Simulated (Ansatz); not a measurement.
# Quasiparticle gap of Na3WO4Cl (P4/nmm), part 2 of 2

How far does one-shot GW move the PBE gap of Na3WO4Cl (P4/nmm)?

Ansatz 0.2.0; PBE, then G0W0 on it, plane waves, PAW. Known limits of the many-body steps: finite bands, screening cutoff and k mesh; no spin-orbit coupling in G0W0; screening cutoff under 40 eV in some runs.

So far. Step 3 (Bands along the symmetry lines): Over mesh and path the gap is 4.665 eV, from k = (0.500, 0.500, 0.500) to k = Γ. The least direct gap found is 4.685 eV, at k = Γ.

In doubt: masses and optical values from hybrid runs of this build are listed as unsure (in some of the runs), which bears on the screening that GW takes from such a start.

## (4) The quasiparticle correction

G0W0 replaces the xc potential by a self-energy built once from the orbitals of the start. Levels are corrected in the window of bands that the input names, at points of the mesh.

This step: G0W0 on PBE, plane waves, PAW; PAW set soft_1.

Input file input.yaml:

```yaml
crystal:
  lattice:
    - [7.5181, 0.0, 0.0]
    - [0.0, 7.5181, 0.0]
    - [0.0, 0.0, 5.36]
  atoms:
    - { symbol: Na, position: [0.5, 0.0, 0.3583961323] }
    - { symbol: Na, position: [0.0, 0.5, 0.6416038677] }
    - { symbol: Na, position: [0.75, 0.25, 0.0] }
    - { symbol: Na, position: [0.25, 0.25, 0.0] }
    - { symbol: Na, position: [0.25, 0.75, 0.0] }
    - { symbol: Na, position: [0.75, 0.75, 0.0] }
    - { symbol: W, position: [0.0, 0.0, 0.5] }
    - { symbol: W, position: [0.5, 0.5, 0.5] }
    - { symbol: Cl, position: [0.5, 0.0, 0.842004016] }
    - { symbol: Cl, position: [0.0, 0.5, 0.157995984] }
    - { symbol: O, position: [0.8093847799, 0.0, 0.2988767308] }
    - { symbol: O, position: [0.5, 0.3093847799, 0.2988767308] }
    - { symbol: O, position: [0.1906152201, 0.0, 0.2988767308] }
    - { symbol: O, position: [0.5, 0.6906152201, 0.2988767308] }
    - { symbol: O, position: [0.3093847799, 0.5, 0.7011232692] }
    - { symbol: O, position: [0.0, 0.1906152201, 0.7011232692] }
    - { symbol: O, position: [0.6906152201, 0.5, 0.7011232692] }
    - { symbol: O, position: [0.0, 0.8093847799, 0.7011232692] }
kpoints:
  mp_grid: { grid: [2, 2, 4] }
hamiltonian:
  xc: pbe
  pseudopotentials: { kind: paw, azcp: { folder: soft_1 } }
scf:
  occupations: { method: fixed }
gw:
  n_empty_bands: 1019
  ecut_chi: 130.0
  qp_bands: [v4, c4]
  qp_kpoints: band_edges
  screening: { model: contour_deformation }
```

The run is started by

```sh
> ansatz run input.yaml --threads 2 --pin off --max-ram 92160MiB --backend cuda --events-out ev --progress --plain --runs-dir out --devices 1 --max-vram 13GiB
```

Numbers of over 12 decimals in the logs are rounded to 6 here.

Output:

```text
GPUs: using 1 of 1 available (devices: 1).
[...]
GPU FFT provider: cuFFT
GPU libraries: cuBLAS 13.8.2, cuFFT 12.4.0, cuSOLVER 12.3.4
Crystal: 18 atoms, lattice volume = 302.957 Å³
Basis set: ecut = 420 eV, 5929 PW (Γ)
Bands: 90, of which v1, the nominal top of the filled ones, is band 72 counted from 1 (71 counted from 0)
Symmetry: 16 space group operations
[...]
k-points: 9 of 16
[...]
GPU buffer pool allocated for 104976 grid points (all kernels)
[...]
SCF iter   1: F=—  HF=-36418.703099 eV  |F-HF|=—  |Δ(HF+E_count)|=         —  Δρ=9.22e-2  dr2=3.57e1  ethr=3.10e-3  ⟨swp⟩=5.0  Hψ=2406  notcnv=0  defer=127
[...]
SCF iter  10: F=-36407.006981 eV  HF=-36407.006981 eV  |F-HF|=1.47e-8  |Δ(HF+E_count)|=   5.80e-8  Δρ=2.18e-6  dr2=1.81e-8  ethr=6.94e-11  ⟨swp⟩=10.3  Hψ=3864  notcnv=0
SCF 1 converged in 10 iterations: F = -36407.006981 eV  dr2 = 1.81e-8
[...]
the band table was solved once the SCF had ended and its energy, with any forces and stress, was formed, with the checks that follow a solve (3024 applications of the Hamiltonian). They found nothing against the state; the energy, forces and stress were not computed again (output.eigenvalues in the input reference)
[...]
G₀W₀ screening: q 1/9
[... further progress lines ...]
SCF converged after 10 iterations
Free energy (F): -36407.006981 eV
[...]
Internal energy: -36407.006981 eV  (E = F + TS)
E sigma→0 (E₀):  -36407.006981 eV
Fermi energy:    2.481108 eV
[...]
--- Band table (eV; the first three rows and the last of 9) ---
  k-point 0: bands = [... 68 lower, 2.1790, 2.3340, 2.3340, 2.4610, 7.1464, 7.5321, 7.8333, 8.0221, ... 14 higher]
  k-point 1: bands = [... 68 lower, 2.2961, 2.4043, 2.4043, 2.4506, 7.6332, 7.6558, 8.0316, 8.0511, ... 14 higher]
  k-point 2: bands = [... 68 lower, 2.3908, 2.4402, 2.4785, 2.4785, 7.7362, 7.9644, 8.0757, 8.1883, ... 14 higher]
  k-point 8: bands = [... 68 lower, 2.2626, 2.2626, 2.4811, 2.4811, 7.8641, 7.8641, 8.1517, 8.1517, ... 14 higher]
--- G₀W₀: contour deformation, 6 samples at zero and on the imaginary axis and 1 off it, 16 q-points, 1019 empty bands' worth ---
  eigenvalues of the whole cell's RPA ε∞ on this k-mesh (on a slab, of 1 + 4πα/V) = 2.4668, 2.4668, 2.4706; static W/v taken at q = 0 is 0.405269
  bands read: the sum over 1091 bands ends inside a degenerate multiplet in 7 slots, whose members it reads at an even weight; the widest, k=0: bands 1091 to 1092 (counted from 1) at 1/2 each
  gw.qp_kpoints: band_edges: 9 of 9 stored k-points solved, in 1 pass; an edge of the gap read off the rows below is read off those points alone
    ik  band        ε_KS         Σx   Σc(E_QP)       V_xc       Z   E_QP_lin       E_QP  E_QP is
     0    69      2.1790   -24.8890     4.1148   -19.4968  0.7577     0.8780     0.9017  root
     0    70      2.3340   -24.8944     3.9960   -19.6193  0.7604     1.0323     1.0551  root
     0    71      2.3340   -24.8944     3.9960   -19.6193  0.7604     1.0323     1.0551  root
     0    72      2.4610   -25.3024     4.0012   -20.1004  0.7584     1.2409     1.2603  root
     0    73      7.1464    -7.5229    -3.3187   -11.8024  0.8481     8.1141     8.1073  root
     0    74      7.5321   -15.0381    -3.7123   -20.4149  0.8091     9.2226     9.1965  root
     0    75      7.8333   -13.9440    -3.6703   -19.1910  0.8134     9.4334     9.4100  root
     0    76      8.0221   -13.2297    -3.6467   -18.3849  0.8178     9.5514     9.5306  root
     1    69      2.2961   -24.5441     3.8670   -19.3391  0.7641     0.9334     0.9582  root
     1    70      2.4043   -25.1738     4.0507   -19.8811  0.7589     1.1411     1.1625  root
     1    71      2.4043   -25.1738     4.0507   -19.8811  0.7589     1.1411     1.1625  root
     1    72      2.4506   -25.3030     4.0042   -20.0945  0.7585     1.2269     1.2465  root
     1    73      7.6332   -15.4391    -3.7163   -20.8574  0.8058     9.3632     9.3351  root
     1    74      7.6558   -10.2249    -3.4126   -14.8789  0.8319     8.9098     8.8971  root
     1    75      8.0316   -15.4519    -3.6802   -20.8582  0.8037     9.7873     9.7576  root
     1    76      8.0511   -11.1742    -3.5554   -16.0416  0.8287     9.3780     9.3632  root
     2    69      2.3908   -24.3744     3.7228   -19.2823  0.7677     0.9963     1.0215  root
     2    70      2.4402   -25.3039     4.0073   -20.0891  0.7586     1.2130     1.2328  root
     2    71      2.4785   -25.2930     4.0388   -20.0241  0.7591     1.2279     1.2485  root
     2    72      2.4785   -25.2930     4.0388   -20.0241  0.7591     1.2279     1.2485  root
     2    73      7.7362   -15.8642    -3.7252   -21.3320  0.8023     9.5090     9.4787  root
     2    74      7.9644   -15.8334    -3.6707   -21.2509  0.8037     9.7408     9.7110  root
     2    75      8.0757   -16.6724    -3.7041   -22.2200  0.7940     9.9554     9.9193  root
     2    76      8.1883   -16.5873    -3.6778   -22.1065  0.7962    10.0644    10.0297  root
     3    69      2.3301   -24.4644     3.8043   -19.2997  0.7660     0.9445     0.9698  root
     3    70      2.3301   -24.4644     3.8043   -19.2997  0.7660     0.9445     0.9698  root
     3    71      2.3820   -25.1799     4.0313   -19.9208  0.7588     1.1337     1.1544  root
     3    72      2.3820   -25.1799     4.0313   -19.9208  0.7588     1.1337     1.1544  root
     3    73      7.6875   -12.5441    -3.5690   -17.5525  0.8211     9.1452     9.1269  root
     3    74      7.6875   -12.5441    -3.5690   -17.5525  0.8211     9.1452     9.1269  root
     3    75      7.7707   -15.6904    -3.6939   -21.1180  0.8032     9.5339     9.5043  root
     3    76      7.7707   -15.6904    -3.6939   -21.1180  0.8032     9.5339     9.5043  root
     4    69      2.3335   -24.9240     3.9936   -19.6492  0.7607     1.0295     1.0524  root
     4    70      2.3335   -24.9240     3.9936   -19.6492  0.7607     1.0295     1.0524  root
     4    71      2.4169   -25.1577     4.0182   -19.9041  0.7592     1.1605     1.1815  root
     4    72      2.4169   -25.1577     4.0182   -19.9041  0.7592     1.1605     1.1815  root
     4    73      7.8295   -15.9210    -3.7030   -21.3805  0.8012     9.6169     9.5860  root
     4    74      7.8295   -15.9210    -3.7030   -21.3805  0.8012     9.6169     9.5860  root
     4    75      7.9320   -14.8675    -3.6379   -20.1733  0.8076     9.6266     9.5998  root
     4    76      7.9320   -14.8675    -3.6379   -20.1733  0.8076     9.6266     9.5998  root
[...]
7    73      7.8209   -15.7337    -3.7025   -21.1722  0.8023     9.5868     9.5567  root
     7    74      7.8209   -15.7337    -3.7025   -21.1722  0.8023     9.5868     9.5567  root
     7    75      7.9917   -15.5450    -3.6758   -20.9474  0.8039     9.7476     9.7181  root
     7    76      7.9917   -15.5450    -3.6758   -20.9474  0.8039     9.7476     9.7181  root
     8    69      2.2626   -24.6377     3.8779   -19.4477  0.7629     0.9267     0.9505  root
     8    70      2.2626   -24.6377     3.8779   -19.4477  0.7629     0.9267     0.9505  root
     8    71      2.4811   -25.4025     4.0774   -20.1175  0.7578     1.2537     1.2736  root
     8    72      2.4811   -25.4025     4.0774   -20.1175  0.7578     1.2537     1.2736  root
     8    73      7.8641   -15.9835    -3.7216   -21.4658  0.8006     9.6561     9.6248  root
     8    74      7.8641   -15.9835    -3.7216   -21.4658  0.8006     9.6561     9.6248  root
     8    75      8.1517   -16.5383    -3.6645   -22.0337  0.7969    10.0167     9.9826  root
     8    76      8.1517   -16.5383    -3.6645   -22.0337  0.7969    10.0167     9.9826  root
```

Elapsed: 4.6 min, on 1 × NVIDIA H100 80GB HBM3 (shared by 6 runs) with 2 threads of AMD EPYC 7R13 (Zen 3), shared host; peak memory 3.4 GiB.

Numbers from this step:

| Property | Result |
| --- | --- |
| bands summed | 1091 |
| RPA ε∞ on this mesh (eigenvalues) | 2.467, 2.467, 2.471 |
| plane waves in the screening matrix | 1001 |
| q-points in the mesh | 16 |
| G0W0 gap over the corrected points | 6.834 eV |
| k of the valence top | -0.5, -0.5, -0.5 |
| k of the conduction bottom | 0, 0, 0 |
| starting gap on the mesh | 4.665 eV |
| Z at the valence top | 0.7578 |
| Z at the conduction bottom | 0.8481 |
| least direct G0W0 gap over the corrected points | 6.847 eV |

Over all 9 irreducible mesh points the G0W0 gap is 6.834 eV, from k = (-0.500, -0.500, -0.500) to k = Γ. The PBE gap of this run on the mesh is 4.665 eV. The two states that bound the G0W0 gap lie that far apart at the start, so the correction of the gap is 6.834 − 4.665 = +2.169 eV. The start of this run differs from the step before in mesh (4×4×4 and 2×2×4).

Labels follow the order of the start: v1 is the top filled band, c1 the lowest empty one; levels that stay degenerate share a row, the window can cut a multiplet, doubted levels are not marked in this list, bands outside the window were not corrected, and the list may be a part of the corrected levels. The levels before and after the correction (eV, zero at the valence-band top of each column):

```tsv
	conduction bottom	valence top
Kohn-Sham	4.67	0.00
G0W0	6.83	0.00
```

```tsv
	level	occupation	energy (eV)
Kohn-Sham	Γ v3-v2	2	-0.147
Kohn-Sham	Γ v1	2	-0.020
Kohn-Sham	Γ c1	0	4.665
Kohn-Sham	Γ c2	0	5.051
Kohn-Sham	Γ c3	0	5.352
Kohn-Sham	(-0.5 -0.5 -0.5) v3	2	-0.218
Kohn-Sham	(-0.5 -0.5 -0.5) v2-v1	2	0.000
Kohn-Sham	(-0.5 -0.5 -0.5) c1-c2	0	5.383
Kohn-Sham	(-0.5 -0.5 -0.5) c3	0	5.671
G0W0	Γ v3-v2	2	-0.219
G0W0	Γ v1	2	-0.013
G0W0	Γ c1	0	6.834
G0W0	Γ c2	0	7.923
G0W0	Γ c3	0	8.136
G0W0	(-0.5 -0.5 -0.5) v3	2	-0.323
G0W0	(-0.5 -0.5 -0.5) v2-v1	2	0.000
G0W0	(-0.5 -0.5 -0.5) c1-c2	0	8.351
G0W0	(-0.5 -0.5 -0.5) c3	0	8.709
```

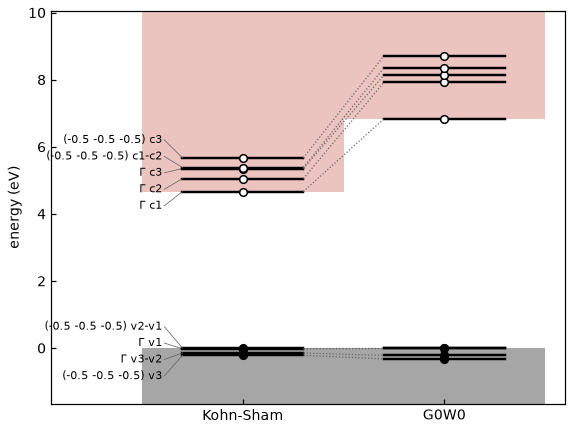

Levels before and after the correction. Shaded: valence and conduction bands. Filled marks are occupied levels, open marks empty ones.

The parts of the quasiparticle energy for the two states that bound the G0W0 gap, in eV on the run's own scale (QP = start + Σx + Σc − Vxc, with Σc at the quasiparticle energy):

```tsv
edge	k	band	start	Σx	Σc	Vxc	Z	QP
valence top	(-0.500, -0.500, -0.500)	71	2.481	−25.402	4.077	−20.117	0.758	1.274
conduction bottom	Γ	73	7.146	−7.523	−3.319	−11.802	0.848	8.107
```

## (5) Spin-orbit coupling in PBE

This run has two-component orbitals with spin-orbit coupling.

This step: DFT, PBE with spin-orbit coupling, plane waves, PAW; PAW set soft_1.

input.yaml, as its differences from that of step 4:

```diff
@@ -25,13 +25,24 @@
 kpoints:
-  mp_grid: { grid: [2, 2, 4] }
+  mp_grid: { grid: [4, 4, 4] }
+  band_path:
+    path:
+      - [0.0, 0.0, 0.0]
+      - [0.0, 0.5, 0.0]
+      - [0.5, 0.5, 0.0]
+      - [0.0, 0.0, 0.5]
+      - [0.0, 0.5, 0.5]
+      - [0.5, 0.5, 0.5]
+    npoints: 1
 hamiltonian:
   xc: pbe
-  pseudopotentials: { kind: paw, azcp: { folder: soft_1 } }
+  pseudopotentials: { kind: paw_fr, azcp: { folder: soft_1 } }
 scf:
   occupations: { method: fixed }
-gw:
-  n_empty_bands: 1019
-  ecut_chi: 130.0
-  qp_bands: [v4, c4]
-  qp_kpoints: band_edges
-  screening: { model: contour_deformation }
+  n_extra_bands: 20
+magnetization:
+  noncollinear: true
+  spin_orbit: true
+output:
+  eigenvalues: true
+  forces: true
+  stress: true
```

Output:

```text
[...]
GPUs: using 1 of 1 available (devices: 1).
[...]
non-collinear run that drives no moment, with spin-orbit: no starting moment large enough to seed its density (crystal.atoms[].spin), no starting occupations that ask for one, no magnetisation constraint and no magnetic field, so the semilocal B_xc is pinned to zero
[...]
GPU FFT provider: cuFFT
GPU libraries: cuBLAS 13.8.2, cuFFT 12.4.0, cuSOLVER 12.3.4
Crystal: 18 atoms, lattice volume = 302.957 Å³
Basis set: ecut = 420 eV, 5929 PW (Γ), exchange–correlation on 108×108×72 points (8 copies of the dense FFT grid, shifted against one another)
Bands: 164, of which v1, the nominal top of the filled ones, is band 144 counted from 1 (143 counted from 0)
Symmetry: 16 space group operations + 16 with time reversal
[...]
k-points: 18 of 64
Projection manifold: j_resolved (fully-relativistic pseudo-atomic orbitals)
[...]
GPU buffer pool allocated for 104976 grid points (all kernels)
[...]
SCF iter   1: F=—  HF=-36468.255380 eV  |F-HF|=—  |Δ(HF+E_count)|=         —  Δρ=9.25e-2  dr2=3.62e1  dr2_m=0.00e0 (ungated)  ethr=3.10e-3  |M|=0.00e0 ∫|m|=0.00e0 μB  |m|>n=0.0e0 m-floor=0.0e0 τ_xc=0.0e0  β_m=0.30  ⟨swp⟩=5.6  Hψ=5623  notcnv=0  defer=264
[...]
spin=Noncollinear: Resta preconditioning applied to the charge; magnetization (m_x, m_y, m_z) channels mix plain (no charge-response kernel on spin).
[...]
site 16: m = (+0.0000, +0.0000, +0.0000) μB, |m| = 0.0000 μB  (R = 0.74 Å)
  site 17: m = (+0.0000, +0.0000, +0.0000) μB, |m| = 0.0000 μB  (R = 0.74 Å)
Free energy (F): -36456.438269 eV
[...]
Internal energy: -36456.438269 eV  (E = F + TS)
E sigma→0 (E₀):  -36456.438269 eV
Fermi energy:    2.484590 eV
[...]
--- Forces (eV/Å), atoms counted from 1 ---
  atom   1  Na     0.00000000     0.00000000    -0.00053375
  atom   2  Na     0.00000000     0.00000000     0.00053375
  atom   3  Na     0.00000000     0.00000000     0.00000000
  atom   4  Na     0.00000000    -0.00000000     0.00000000
  atom   5  Na     0.00000000     0.00000000     0.00000000
  atom   6  Na     0.00000000    -0.00000000     0.00000000
  atom   7  W      0.00000000     0.00000000    -0.00000000
  atom   8  W      0.00000000     0.00000000    -0.00000000
[...]
atom  15  O      0.03321058     0.00000000    -0.02626721
  atom  16  O     -0.00000000    -0.03321058    -0.02626721
  atom  17  O     -0.03321058     0.00000000    -0.02626721
  atom  18  O     -0.00000000     0.03321058    -0.02626721
  max |Σ_I F_I| component: 1.39e-17 eV/Å
--- Stress (GPa, compression-positive) ---
        1.082208       0.000000       0.000000
        0.000000       1.082208       0.000000
        0.000000       0.000000       0.884319
  P = ⅓ Tr σ = 1.0162 GPa (10.162 kbar)
--- Band table (eV; the first three rows and the last of 18) ---
  k-point 0: bands = [... 140 lower, 2.3428, 2.3428, 2.4601, 2.4601, 7.1441, 7.1441, 7.5091, 7.5091, ... 16 higher]
  k-point 1: bands = [... 140 lower, 2.4116, 2.4116, 2.4505, 2.4505, 7.6085, 7.6085, 7.6426, 7.6426, ... 16 higher]
  k-point 2: bands = [... 140 lower, 2.4720, 2.4720, 2.4846, 2.4846, 7.7108, 7.7108, 7.9354, 7.9354, ... 16 higher]
  k-point 17: bands = [... 140 lower, 2.4803, 2.4803, 2.4803, 2.4803, 7.8326, 7.8326, 7.8326, 7.8326, ... 16 higher]
[key lines of the parts left out:]
SCF converged after 10 iterations
Magnetization: |M| = 0.0000 μB,  M = (+0.0000, +0.0000, +0.0000) μB
```

Wall time 23 s (1 × NVIDIA H100 80GB HBM3 (shared by 6 runs) with 2 threads); peak memory 1.2 GiB.

This step gave:

* pressure: 1.016 GPa
* gap: 4.659 eV
* valence top at: Z
* conduction bottom at: Γ
* least direct gap: 4.684 eV

Over mesh and listed points the gap is 4.659 eV, from k = (0.000, 0.000, 0.500) to k = Γ. The least direct gap found is 4.684 eV, at k = Γ. PBE+SOC against PBE: 4.659 − 4.665 = −0.006 eV. Mesh, set of files and cutoff are the same, but the valence top lies at another k point, so this need not be the shift of one pair of states. The spin-orbit run sees mesh and listed points alone, so its gap is an upper bound: the coupling can move an edge off these points, and the change over the zone, its sign included where it is small, is not known.

## (6) The runs together

Each gap is the least one over the points named; times are wall times on shared hosts, not benchmarks. A G0W0 time includes the run's own self-consistent start. Runs with listed points see these and the mesh alone, so an edge that moves elsewhere is missed. Rows marked * are further runs, not shown as steps, whose inputs differ from the G0W0 step on the same start in the columns given; solver thresholds can differ too. Symmetry makes (0.500, 0.500, 0.500) and (-0.500, -0.500, -0.500) one point.

```tsv
level	mesh	files, cutoff	bands summed, screening	points	gap (eV)	valence top	conduction bottom	least direct gap (eV)	time
PBE	4×4×4	soft_1 PAW, 420 eV	-	mesh and path	4.665	(0.500, 0.500, 0.500)	Γ	4.685	33 s
PBE+SOC	4×4×4	soft_1 PAW, 420 eV	-	mesh and listed points	4.659	(0.000, 0.000, 0.500)	Γ	4.684	23 s
G0W0@PBE*	2×2×4	soft_1 PAW, 420 eV	239, 39 eV	all 9 irreducible mesh points	6.848	(-0.500, -0.500, -0.500)	Γ	6.852	40 s
G0W0@PBE*	2×2×4	soft_1 PAW, 420 eV	545, 78 eV	all 9 irreducible mesh points	6.729	(-0.500, -0.500, -0.500)	Γ	6.742	92 s
G0W0@PBE	2×2×4	soft_1 PAW, 420 eV	1091, 130 eV	all 9 irreducible mesh points	6.834	(-0.500, -0.500, -0.500)	Γ	6.847	4.6 min
G0W0@PBE*	2×2×2	soft_1 PAW, 420 eV	545, 78 eV	all 6 irreducible mesh points	6.738	(-0.500, -0.500, -0.500)	Γ	6.749	48 s
G0W0@PBE*	2×2×4	soft_1 PAW, 420 eV	1091, 130 eV, plasmon pole	all 9 irreducible mesh points	6.826	(-0.500, -0.500, -0.500)	Γ	6.835	1.8 min
```

## (7) Summary of results

```yaml
pbe_gap_over_mesh_and_path: 4.665 eV, from k = (0.500, 0.500, 0.500) to k = Γ
g0w0_pbe_gap_over_all_9_irreducible_mesh_points: 6.834 eV, from k = (-0.500, -0.500, -0.500) to k = Γ
pbe_soc_gap_over_mesh_and_listed_points: 4.659 eV
gw_settings: 2×2×4 mesh, 1019 empty bands, screening to 130 eV, PAW set soft_1 files
known_limits: finite bands, screening cutoff and k mesh; no spin-orbit coupling in G0W0; screening cutoff under 40 eV in some runs
```

**Reading.** Over all 9 irreducible mesh points the G0W0 gap is 6.834 eV, from k = (-0.500, -0.500, -0.500) to k = Γ. The PBE gap of this run on the mesh is 4.665 eV. The two states that bound the G0W0 gap lie that far apart at the start, so the correction of the gap is 6.834 − 4.665 = +2.169 eV. The valence state moves by 1.274 − 2.481 = −1.207 eV and the conduction state by 8.107 − 7.146 = +0.961 eV, on the run's own scale; with 239 bands the edge states move by −0.935 and +1.248 eV, so the split between the edges depends on the bands and cutoff. Both edges that PBE shows over mesh and path lie at k points where levels were corrected. Levels at other points were not corrected, so a lower G0W0 gap elsewhere in the zone is not ruled out. From 239 bands and 39 eV to 1091 bands and 130 eV the gap moves by 6.834 − 6.848 = −0.014 eV (rung by rung 6.848, 6.729, 6.834 eV); bands and screening cutoff rise together, so their parts are not told apart. The gap turns back along the series (6.848, 6.729, 6.834 eV), so no line is drawn and the limit is not known. With the 2×2×2 mesh in place of the 2×2×4 mesh and all else as in the G0W0@PBE row with 545 bands, the gap differs by 6.738 − 6.729 = +0.009 eV, and that of the start by 4.665 − 4.665 = +0.000 eV. With the plasmon pole model in place of the contour deformation model and all else as in the G0W0@PBE row with 1091 bands, the gap differs by 6.826 − 6.834 = −0.008 eV. G0W0 on other starts in this series, not shown as steps and not all at these settings: 7.215 eV on r2SCAN (2×2×4, soft_1 PAW, 1091 bands, 130 eV) and 7.527 eV on HSE06 (2×2×4, soft_1 PAW, 1091 bands, 130 eV). PBE+SOC against PBE: 4.659 − 4.665 = −0.006 eV. Mesh, set of files and cutoff are the same, but the valence top lies at another k point, so this need not be the shift of one pair of states. The spin-orbit run sees mesh and listed points alone, so its gap is an upper bound: the coupling can move an edge off these points, and the change over the zone, its sign included where it is small, is not known. What spin-orbit coupling does to the G0W0 levels was not computed, so no sum with the G0W0 gap is formed. The G0W0 runs are scalar-relativistic. G0W0@PBE runs of this series with other atomic data on the same mesh, not shown as steps, give 6.919 eV (hard PAW, 930 eV, 1597 bands, screening to 169 eV); where bands and cutoffs differ too, the part of the files is not isolated. A screening cutoff under 40 eV is crude: G0W0@PBE with 239 bands at 39 eV.

[Paths, hosts, dates, memory and timing lines, banners, echoed tables and standing remarks are left out of the program output.]

[Logs are printed without paths, hosts, clocks, repeated set-up lines and the standing remarks that a program may print on its own settings, such as how far it seeks lower states.]

[Runs of the session that timed out or met a known fault of the program may be left out.]

[Cells called generated may have been cut or substituted from an entry of the Crystallography Open Database or the Materials Project.]

[Hosts, paths, dates, database ids (printed as entryN), source tags and the programs' standing remarks are cut or masked in the printed files.]

[Where an RPA ε∞ is given, it is that of the G0W0 mesh and is not shown converged in it. Names of k-points follow the symmetry that the program found, which can be lower than the space group named. Band edges on a path are those of the sampled points; other points can move an edge, and change direct to indirect where valleys lie close.]

[Hybrid gaps are those of their k-mesh and are not shown converged in it.]
